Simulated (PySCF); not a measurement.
```yaml
atoms:
  - { symbol: C, position_ang: [-2.8012, -0.3661, -2.2423] }
  - { symbol: C, position_ang: [-1.9134, 0.1253, -1.6062] }
  - { symbol: C, position_ang: [-0.8591, 0.7120, -0.8086] }
  - { symbol: C, position_ang: [-1.4230, 1.2879, 0.4952] }
  - { symbol: Si, position_ang: [0.5301, -0.5827, -0.4695] }
  - { symbol: Si, position_ang: [2.0392, 0.1697, 1.1381] }
  - { symbol: P, position_ang: [2.4127, 2.3365, 0.6683] }
  - { symbol: C, position_ang: [-0.3529, -2.1545, 0.2543] }
  - { symbol: F, position_ang: [-0.7601, -1.9280, 1.5378] }
  - { symbol: F, position_ang: [0.5401, -3.1834, 0.3287] }
  - { symbol: H, position_ang: [-3.5805, -0.7814, -2.8085] }
  - { symbol: H, position_ang: [-0.4206, 1.5343, -1.3859] }
  - { symbol: H, position_ang: [-1.8325, 0.5003, 1.1238] }
  - { symbol: H, position_ang: [-0.6381, 1.8053, 1.0461] }
  - { symbol: H, position_ang: [-2.2182, 1.9999, 0.2812] }
  - { symbol: H, position_ang: [1.0233, -1.0726, -1.7696] }
  - { symbol: H, position_ang: [1.5182, 0.1748, 2.5108] }
  - { symbol: H, position_ang: [3.2861, -0.6091, 1.1523] }
  - { symbol: H, position_ang: [3.5944, 2.4235, 1.3741] }
  - { symbol: H, position_ang: [3.0729, 2.0906, -0.5223] }
  - { symbol: H, position_ang: [-1.2262, -2.5243, -0.2981] }
```

Geometry: GFN2-xTB.

These are results of PySCF, PBE0/pcSseg-1, SCF density, gas phase, non-relativistic, not measurements.

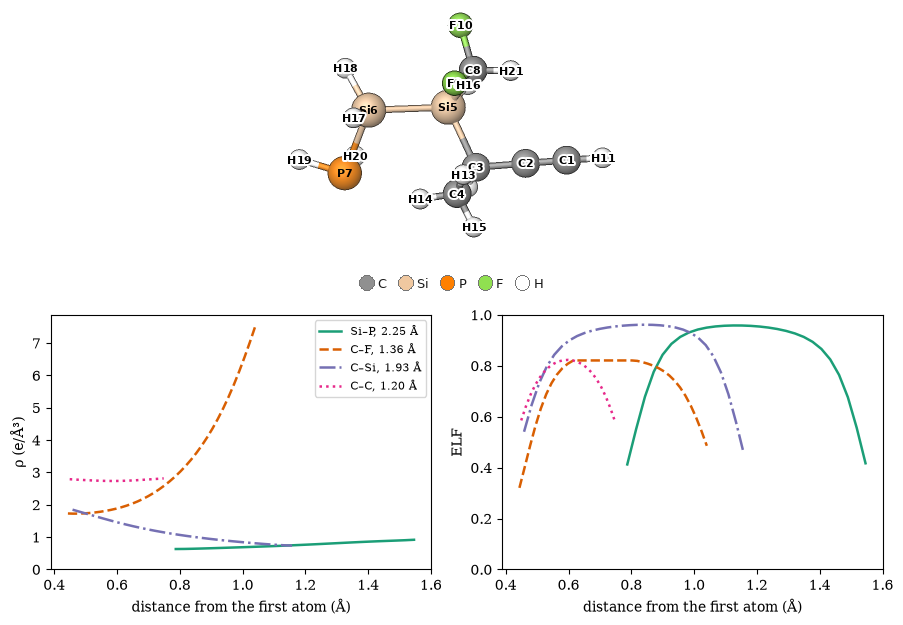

C₅H₁₁F₂PSi₂. Total electron density and electron localisation function along straight lines between neighbouring atoms. The curves leave out the atomic cores. The structure is drawn too.

Question: What kind of bonding do the profiles show?

Answer: Si–P (2.25 Å): ρ at the midpoint is about 0.73 e/Å³; the ELF peaks at about 0.95 between the atoms; a shared electron pair.
C–F (1.36 Å): ρ is about 2.2 e/Å³ halfway, with its minimum of 1.7 e/Å³ about 0.5 Å from C; the ELF peaks at about 0.80 between the atoms, as expected for a shared but strongly polarised pair.
C–Si (1.93 Å): ρ at the midpoint is about 0.88 e/Å³; the ELF peaks at about 0.95 between the atoms, as expected for localised, covalent bonding.
C–C (1.20 Å): the density is about 2.7 e/Å³ at the midpoint; the ELF peaks at about 0.80 between the atoms: a short, multiple covalent bond.
